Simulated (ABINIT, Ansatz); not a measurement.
# A GW chain in ABINIT: GaN (P6_3mc), part 3 of 3

Wanted: ground state, empty states, screening and self-energy for GaN (P6_3mc).

ABINIT 10.8.3; PBE and many-body steps on it, plane waves. Known limits of the many-body steps: not at the basis limit; no spin-orbit coupling.

So far. Step 4 (Empty states on the mesh, 6×6×4 mesh, 444 bands): On this mesh the gap is 1.919 eV. Step 5 (Screening, 6×6×4 mesh, 436 bands, screening to 326.5 eV): Local fields lower ε∞ by 7 %.

The database entry behind the starting cell has ideal inner coordinates that were not refined, so it need not match the best structure at ambient conditions.

## 6. Self-energy, 6×6×4 mesh, 436 bands, screening to 326.5 eV

The self-energy is evaluated for the states that the input lists, and the levels follow from it, in one-shot runs by the linearised quasiparticle equation.

This step: G0W0 on PBE, plane waves, norm-conserving pseudopotentials.

Input file run.abi:

```
acell 3*1.0 Angstrom
rprim 
  3.190000000016 -0.000000000004 0.000000000000
  -1.595000000005 2.762621038088 0.000000000000
  0.000000000000 0.000000000000 5.189000000000
ntypat 2
znucl 31 7
natom 4
typat 1 1 2 2
xred 
  0.666666666667 0.333333333333 0.000000000000
  0.333333333333 0.666666666667 0.500000000000
  0.666666666667 0.333333333333 0.375000000000
  0.333333333333 0.666666666667 0.875000000000
pp_dirpath "pseudos"
pseudos "Ga.upf, N.upf"
ecut 45
ngkpt 6 6 4
nshiftk 1
shiftk 0 0 0
kptopt 1
chksymbreak 0
istwfk *1
occopt 1
irdwfk 1
optdriver 4
nband 436
gwcalctyp 0
ecutsigx 45
symsigma 1
nkptgw 1
kptgw 
  0.0000000000 0.0000000000 0.0000000000
bdgw 
  25 28
ecuteps 12
irdscr 1
ppmodel 1
indata_prefix "in"
outdata_prefix "out"
tmpdata_prefix "tmp"
```

On the command line:

```sh
> OMP_NUM_THREADS=1 mpirun -n 16 abinit run.abi > log
```

Numbers of over 12 decimals in the logs are rounded to 6 here.

What it wrote:

```text
.Version 10.8.3 of ABINIT. v10.8.2 released Aug 2026.

 Symmetries : space group P6_3 m c (#186); Bravais hP (primitive hexag.)
[... echo of the input left out ...]
== DATASET  1 ==================================================================
-   mpi_nproc: 16, omp_nthreads: 1 (-1 if OMP is not activated)

--- !DatasetInfo
iteration_state: {dtset: 1, }
dimensions: {natom: 4, nkpt: 21, mband: 436, nsppol: 1, nspinor: 1, nspden: 1, mpw: 4506, }
cutoff_energies: {ecut:  45.0, pawecutdg:  -1.0, }
electrons: {nelect:   5.20000000E+01, charge:   0.00000000E+00, occopt:   1.00000000E+00, tsmear:   1.00000000E-02, }

 SIGMA: Calculation of the GW corrections

 Based on a program developped by R.W. Godby, V. Olevano, G. Onida, and L. Reining.
 Incorporated in ABINIT by V. Olevano, G.-M. Rignanese, and M. Torrent.
.Using double precision arithmetic ; gwpc =  8

[... cell and pseudopotentials left out ...]
--------------------------------------------------------------------------------

 ==== K-mesh for the wavefunctions ====
 Number of points in the irreducible wedge :    21
[... list of points left out ...]
 Together with 12 symmetry operations and time-reversal symmetry
 yields   144 points in the full Brillouin Zone.

 ==== Q-mesh for screening function ====
 Number of points in the irreducible wedge :    21
[... list of points left out ...]
 Together with 12 symmetry operations and time-reversal symmetry
 yields   144 points in the full Brillouin Zone.

 vcoul_init : cutoff-mode = AUXILIARY_FUNCTION
 q-points for optical limit:   1
     1)      0.000010    0.000020    0.000030
 setmesh: FFT mesh size selected  =    32x   32x   60
          total number of points  =        61440

 Number of electrons calculated from density =   52.0000; Expected =   52.0000
 average of density, n =  0.168504
 r_s =    1.1231
 omega_plasma =   39.5969 [eV]

 === KS Band Gaps ===
  >>>> For spin  1
   Minimum direct gap =   1.9190 [eV], located at k-point      :   0.0000  0.0000  0.0000
   Fundamental gap    =   1.9190 [eV], Top of valence bands at :   0.0000  0.0000  0.0000
                                       Bottom of conduction at :   0.0000  0.0000  0.0000
 SIGMA fundamental parameters:
 PLASMON POLE MODEL  1
 number of plane-waves for SigmaX                 4427
 number of plane-waves for SigmaC and W            615
 number of plane-waves for wavefunctions          4427
 number of bands                                   436
 number of independent spin polarizations            1
 number of spinorial components                      1
 number of k-points in IBZ                          21
 number of q-points in IBZ                          21
 number of symmetry operations                      12
 number of k-points in BZ                          144
 number of q-points in BZ                          144
 number of frequencies for dSigma/dE                 9
 frequency step for dSigma/dE [eV]                0.25
 number of omega for Sigma on real axis              0
 max omega for Sigma on real axis  [eV]           0.00
 zcut for avoiding poles [eV]                     0.10

 EPSILON^-1 parameters (SCR file):
 dimension of the eps^-1 matrix on file            615
 dimension of the eps^-1 matrix used               615
 number of plane-waves for wavefunctions          4427
 number of bands                                   436
 number of q-points in IBZ                          21
 number of frequencies                               2
 number of real frequencies                          1
 number of imag frequencies                          1

 matrix elements of self-energy operator (all in [eV])

 Perturbative Calculation

--- !SelfEnergy_ee
iteration_state: {dtset: 1, }
kpoint     : [   0.000,    0.000,    0.000, ]
spin       : 1
KS_gap     :    1.919
QP_gap     :    2.823
Delta_QP_KS:    0.904
data: !SigmaeeData |
     Band     E0 <VxcDFT>   SigX SigC(E0)      Z dSigC/dE  Sig(E)    E-E0       E
       25   6.903 -19.060 -22.515   2.510   0.796  -0.256 -19.812  -0.752   6.151
       26   6.903 -19.060 -22.515   2.510   0.796  -0.256 -19.812  -0.752   6.151
       27   8.822 -14.199 -10.152  -3.863   0.824  -0.214 -14.048   0.152   8.973
       28  11.172 -13.976  -9.010  -4.603   0.835  -0.198 -13.673   0.303  11.475

== END DATASET(S) ==============================================================
================================================================================

 -outvars: echo values of variables after computation  --------
           etotal      0.0000000000E+00
            nband         436
             nkpt          21
          spgroup         186
 [... the other variables as echoed above ...]

 Calculation completed.
```

The job ended after 46 s (16 MPI ranks of Arm Neoverse V1, shared host; peak memory 14 GiB).

Numbers from this step:

- G0W0 gap on the points computed: 2.822 eV
- starting gap on the mesh: 1.919 eV
- k of the valence top: 0, 0, 0
- k of the conduction bottom: 0, 0, 0
- Z at the valence top: 0.796
- Z at the conduction bottom: 0.824
- least direct G0W0 gap on the computed points: 2.822 eV

The gap on the mesh goes from 1.92 eV to 2.82 eV, a correction of +0.90 eV.

Limits: finite bands, cutoff and mesh; no spin-orbit coupling. v1 is the top filled band, c1 the lowest empty one. The levels before and after the correction (eV, zero at the valence-band top of each column):

```csv
,conduction bottom,valence top
Kohn-Sham,1.92,0.00
G0W0,2.82,0.00
```

```csv
,level,energy (eV)
Kohn-Sham,Γ v2-v1,0.000
Kohn-Sham,Γ c1,1.919
Kohn-Sham,Γ c2,4.269
G0W0,Γ v2-v1,0.000
G0W0,Γ c1,2.822
G0W0,Γ c2,5.324
```

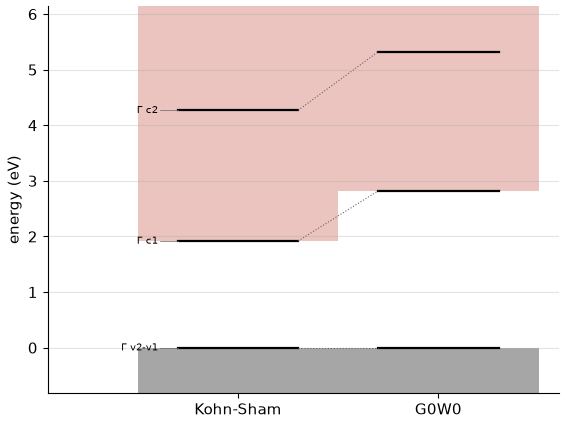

Levels before and after the correction. Shaded: valence and conduction bands.

## 7. Where the time went

Times are wall times on 16 MPI ranks of Arm Neoverse V1, shared host, good to a factor of about two.

```csv
step,time,share,memory (GiB)
ground state,17 s,1 %,1.2
bands along the symmetry lines,17 s,1 %,1.1
empty states on the mesh,2.3 min,6 %,18
screening,34 min,90 %,12
self-energy,46 s,2 %,14
```

## 8. Outcome

* PBE gap: 1.92 eV, direct
* G0W0 gap on the mesh: 2.82 eV
* GW settings: 6×6×4 mesh, 436 bands, screening to 326.5 eV, Godby-Needs plasmon pole
* known limits: not at the basis limit; no spin-orbit coupling

What this shows: G0W0 moves the gap on the mesh from 1.92 eV to 2.82 eV (+0.90 eV), with Z of 0.80 and 0.82 at the edges. Local fields lower the RPA ε∞ on this mesh from 6.32 to 5.87. Only 1 of the mesh's irreducible points was corrected, so a valley elsewhere could overtake. The dearest step here is «screening». Bands and cutoff are finite, so the gap is not at the basis limit. The miss can reach some tenths of an eV and take either sign; the mesh is an error of its own. In the G0W0 run levels were corrected at 1 k point alone, so a gap called «on the mesh» is the least over those, and an edge elsewhere would be missed. The many-body steps are scalar-relativistic: spin-orbit coupling is not in them.

[Paths, hosts, dates, memory and timing lines, banners, echoed tables and standing remarks are left out of the program output.]

[Logs are printed without paths, hosts, clocks, repeated set-up lines and the standing remarks that a program may print on its own settings, such as how far it seeks lower states.]

[Runs of the session that timed out or met a known fault of the program may be left out.]

[Hosts, paths, dates, database ids (printed as entryN), source tags and the programs' standing remarks are cut or masked in the printed files.]

[G0W0 gaps are taken among the corrected bands and points alone; a level outside them can change the order at an edge.]

[Where Ansatz stands beside ABINIT at settings called matched, ABINIT's density can come from a denser mesh and the files from another edition; pairs whose starting gaps differed by over 0.03 eV were left out, so agreement reads better than it is.]
